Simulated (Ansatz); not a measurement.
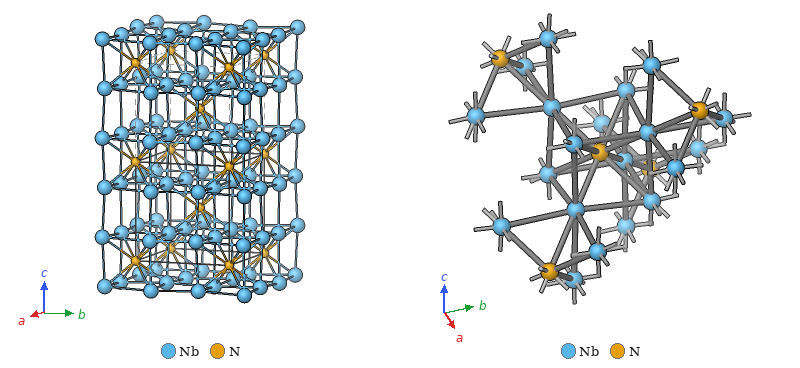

Left: the structure. Right: its underlying net. Nodes are coloured by element. Short stubs are edges that leave the cut-out.

System Nb₄N (space group I-43m, No. 217); source of the atomic positions: the end point of a relaxation with DFT PBE, scalar-relativistic, plane waves, PAW in Ansatz 0.2.0; the starting structure was generated, so it need not be a known form of this composition.

Bonds are taken as N–Nb below 2.8 Å and Nb–Nb below 3.1 Å. Simplification: prune 0- and 1-connected atoms, fold 2-connected ones into links.

The result is a binodal (8,8)-connected, three-periodic net: Nb is an 8-connected node; N is an 8-connected node, in the ratio 4:1. It is a single net, without interpenetration.

| node | links | point symbol | coordination sequence |
| --- | --- | --- | --- |
| Nb | 8 | 3^6.4^12.5^6.6^4 | 8 26 62 116 182 266 |
| N | 8 | 3^12.4^12.5^4 | 8 32 62 140 158 320 |
